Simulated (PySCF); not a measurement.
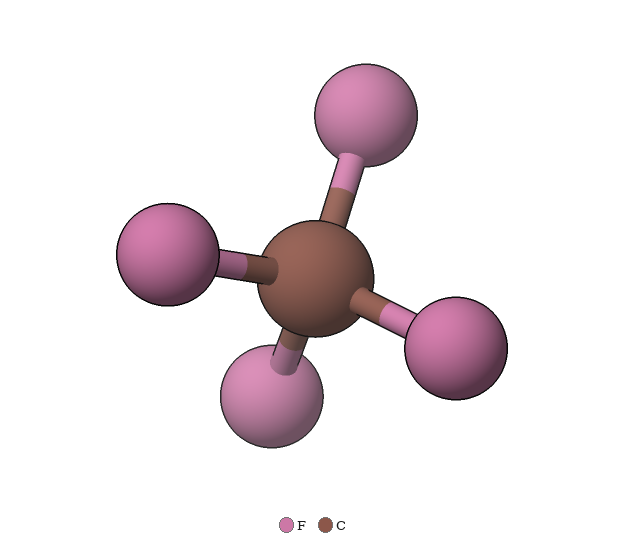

The geometry was computed by an optimisation with PBE0-D3(BJ)/def2-SVP. No frequency run is at hand to confirm it as a minimum.

Give the structural formula.

SMILES: FC(F)(F)F

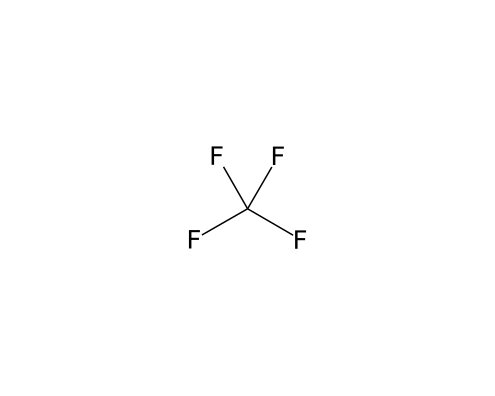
